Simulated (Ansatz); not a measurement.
# Al2GaSb3: what the fields show

Input file:

```
crystal:
  lattice:
    - [4.3996576291, 0.0, 0.0]
    - [-2.1998288146, 3.8102152748, 0.0]
    - [0.0, 0.0, 10.7746777]
  atoms:
    - { symbol: Al, position: [0.0, 0.0, 0.249873] }
    - { symbol: Al, position: [0.6666666667, 0.3333333333, 0.583852] }
    - { symbol: Ga, position: [0.3333333333, 0.6666666667, 0.916462] }
    - { symbol: Sb, position: [0.0, 0.0, 0.999754] }
    - { symbol: Sb, position: [0.6666666667, 0.3333333333, 0.333315] }
    - { symbol: Sb, position: [0.3333333333, 0.6666666667, 0.666743] }
basis:
  ecutwfc: 420
kpoints:
  mp_grid: { grid: [12, 12, 4] }
  band_path:
    path:
      - [[0.0, 0.0, 0.0], [0.5, 0.0, 0.0], [0.33333333, 0.33333333, 0.0], [0.0, 0.0, 0.0], [0.0, 0.0, 0.5], [0.5, 0.0, 0.5], [0.33333333, 0.33333333, 0.5], [0.0, 0.0, 0.5]]
      - [[0.5, 0.0, 0.5], [0.5, 0.0, 0.0]]
      - [[0.33333333, 0.33333333, 0.5], [0.33333333, 0.33333333, 0.0]]
    npoints: 10
hamiltonian:
  xc: pbe
scf:
  occupations: { method: gaussian, width: 0.02 }
output:
  forces: true
  stress: true
  eigenvalues: true
  populations: true
  dos: { projected: true, de: 0.02 }
  bader: false
  write_density: true
  write_potential: true
  elf: true
  volumetric_format: npy
magnetization:
  noncollinear: true
  spin_orbit: true
```

Command:

```sh
ansatz run input.yaml --threads 4 --pin off --max-ram 8192MiB --backend cpu --events-out ev --progress --plain --runs-dir out
```

Below, planes, directions and counts refer to the conventional cell (a = 4.40 Å, b = 4.40 Å, c = 10.77 Å, α = 90.00°, β = 90.00°, γ = 120.00°).

Space group P3m1; a structure generated by program, which may or may not match a known phase.

The calculation used DFT PBE, spin-orbit coupling, plane waves, PAW in Ansatz.

Core electrons are frozen (PAW), and the valence fields are smoothed inside the atomic spheres.

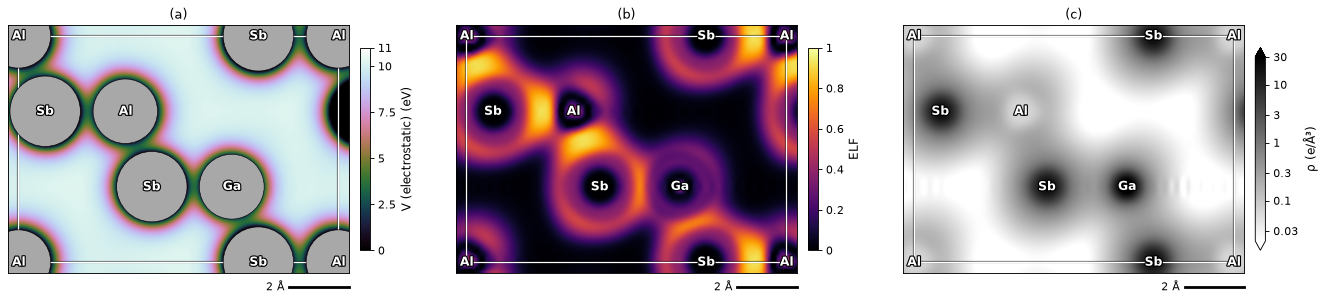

Figure 1. (a) electrostatic potential energy of an electron; (b) ELF; (c) valence charge density (pseudo) on the (110) plane of the conventional cell. Grey discs cover the atomic cores in the potential map.

Question: What does the map show?

Answer: The plane passes through Al, Ga and Sb nuclei. Ga–Sb (2.69 Å): ρ at the midpoint is about 0.42 e/Å³, with its minimum of 0.36 e/Å³ about 1.1 Å from Ga; the ELF peaks at about 0.75 between the atoms. Al–Sb (2.69 Å): the density is about 0.4 e/Å³ at the midpoint; the ELF peaks at about 0.90 between the atoms: a covalent bond. The density dies away to nearly zero in the voids. Outside the cores the potential energy rises away from the atoms and is highest about 2.6 Å from the nearest atoms; its zero is arbitrary.

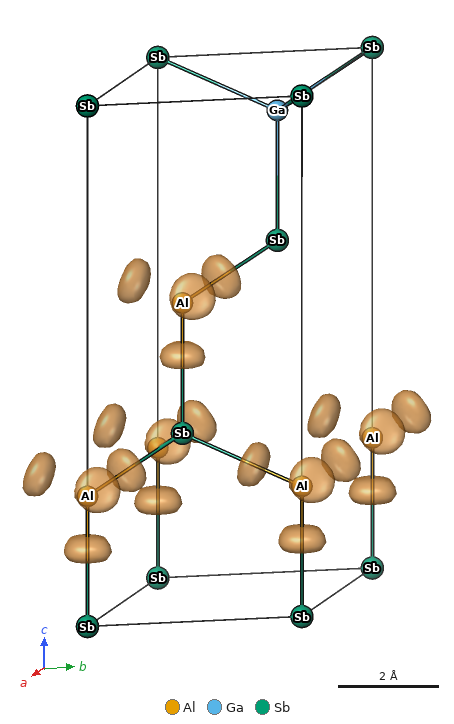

Figure 2. Isosurface of the ELF at 0.85 (orange), seen slightly off an axis. Only the valence region is drawn (cores and ρ < 0.01 e/Å³ removed). Sticks mark near contacts.

Question: Where are the electrons localised?

Answer: The ELF exceeds this value in eight regions between bonded Al–Sb atoms (shared pairs), counted in one cell of 6 atoms. Regions shared between cells count once.
